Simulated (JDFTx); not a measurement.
Au(100) slab cut from bulk Au (space group Fm-3m, indices of the conventional cell, lattice of the Materials Project entry mp-81, not re-optimised): 4 atoms in 4 planes, a 1x1 cell of 8.70 Å² (|a| = 2.950, |b| = 2.950 Å), 6.2 Å between the outermost planes, cell height 22.3 Å, 8×8×1 k mesh, Fermi smearing 0.01 Ha, no spin polarisation.

Level of theory: PBE, GBRV ultrasoft potentials, plane waves to 20/100 Ha; code: a modified build of JDFTx. Liquid on both sides: CANDLE, water, 1 M NaF; nuclei fixed. Potentials refer to SHE, placed 4.44 V below the bulk liquid's zero by convention.

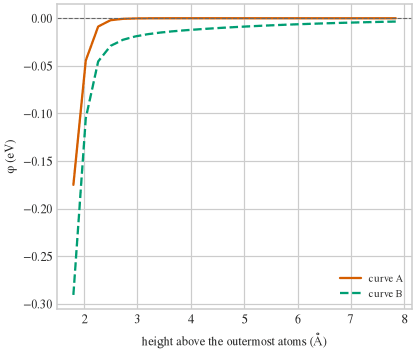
Fig. 1. Plane-averaged electrostatic potential energy of an electron for two states of the electrode

Problem. One curve is the neutral slab. Which, and what is the sign of the other's charge?

Solution. Curve A is neutral (potential of zero charge, 0.37 V). Curve B is positively charged, 4.0 μC/cm² at 0.71 V.
